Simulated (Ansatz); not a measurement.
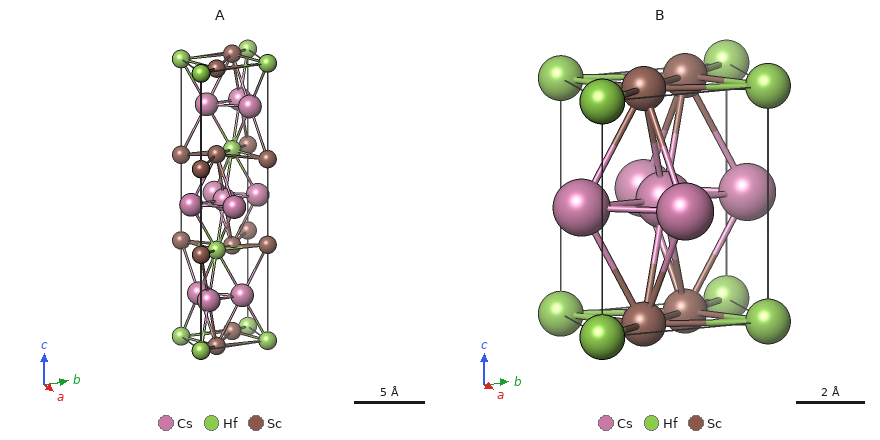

Two structures of Cs3HfSc2, each relaxed to rest (conventional cells in solid outline, small ones repeated, not to one scale). Method: Ansatz 0.2.0, DFT PBE, scalar-relativistic, plane waves, PAW, without spin polarisation.

### Name structures A and B.

A: 18 atoms a cell on a rhombohedral (trigonal R) lattice, R-3m. B: CeCo₃B₂ type, P6/mmm.

### Which has the lower energy, and by how much?

A is lower, by 58 meV/atom at this level of theory (energies at zero smearing). Volumes: A 41.4, B 42.0 Å³/atom.

One or both may be structure types tried for this composition rather than known phases.
